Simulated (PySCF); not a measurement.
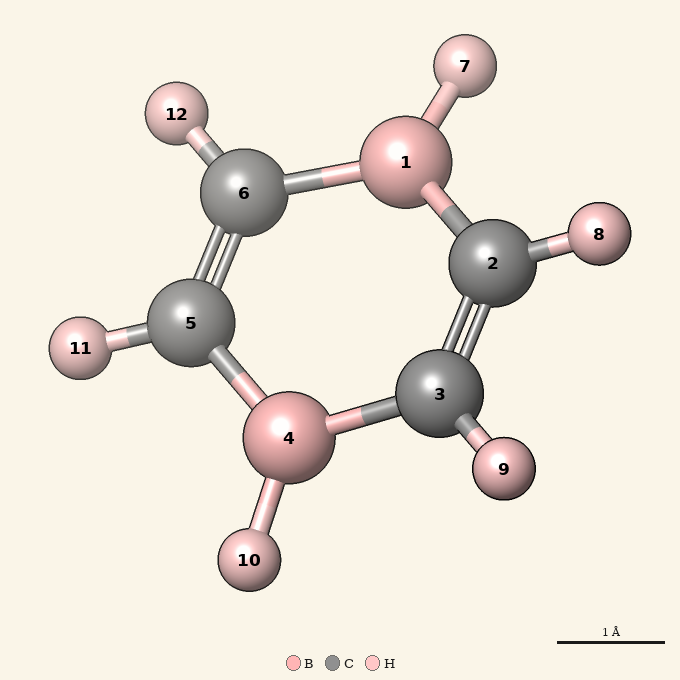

Orthographic view. Depth is shown by fading: the farther an atom, the more it takes the colour of the background. The geometry was computed by an optimisation with PBE0-D3(BJ)/def2-SVP. No frequency run is at hand to confirm it as a minimum.

Write a MOL file (V2000) with the atoms in numerical order, bonds sorted by atom number with the orders drawn, and coordinates in the frame of the picture: x right, y up, z towards the viewer, origin at the mean position.

```
C4H6B2
                    3D

 12 12  0  0  0  0  0  0  0  0999 V2000
    0.5700    1.2700   -0.4100 B   0  0  0  0  0  0  0  0  0  0  0  0
    1.3900    0.3200    0.5300 C   0  0  0  0  0  0  0  0  0  0  0  0
    0.8900   -0.9100    0.8200 C   0  0  0  0  0  0  0  0  0  0  0  0
   -0.5200   -1.3200    0.2800 B   0  0  0  0  0  0  0  0  0  0  0  0
   -1.4400   -0.2400   -0.3800 C   0  0  0  0  0  0  0  0  0  0  0  0
   -0.9400    0.9800   -0.6800 C   0  0  0  0  0  0  0  0  0  0  0  0
    1.1300    2.1700   -0.9900 H   0  0  0  0  0  0  0  0  0  0  0  0
    2.3900    0.5900    0.8800 H   0  0  0  0  0  0  0  0  0  0  0  0
    1.5000   -1.6100    1.4100 H   0  0  0  0  0  0  0  0  0  0  0  0
   -0.9000   -2.4700    0.3700 H   0  0  0  0  0  0  0  0  0  0  0  0
   -2.4800   -0.4800   -0.6500 H   0  0  0  0  0  0  0  0  0  0  0  0
   -1.5800    1.7200   -1.1700 H   0  0  0  0  0  0  0  0  0  0  0  0
  1  2  1  0
  1  6  1  0
  1  7  1  0
  2  3  2  0
  2  8  1  0
  3  4  1  0
  3  9  1  0
  4  5  1  0
  4 10  1  0
  5  6  2  0
  5 11  1  0
  6 12  1  0
M  END
```
